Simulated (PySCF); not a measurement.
SMILES Cl[Si](Cl)(Cl)[SiH2][GeH3] at its PBE0/def2-SVP optimised geometry (Å):

```
11

Si     1.0488     0.2590     0.0000
Cl     1.7411    -1.6820    -0.0376
Cl     1.7409     1.2135    -1.6904
Cl     1.8485     1.1991     1.6470
Si    -1.2816     0.2590     0.0000
Ge    -2.0511    -0.9007    -1.9394
H     -1.7394     1.6820     0.0000
H     -1.7411    -0.4138     1.2532
H     -3.5895    -0.8833    -1.9775
H     -1.5032    -0.2126    -3.2004
H     -1.5599    -2.3569    -1.8966
```

Level of theory: PBE0/def2-TZVP run with PySCF 2.14.0.

Map of the Laplacian of the electron density (e/bohr⁵), clipped to [-1.50, 1.50] on the plane z = 1.2 Å:

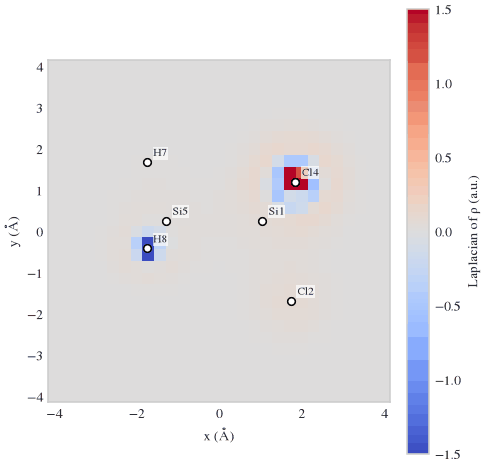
Fig. 1. Laplacian of the electron density (e/bohr⁵), clipped to [-1.50, 1.50] on the plane z = 1.2 Å.
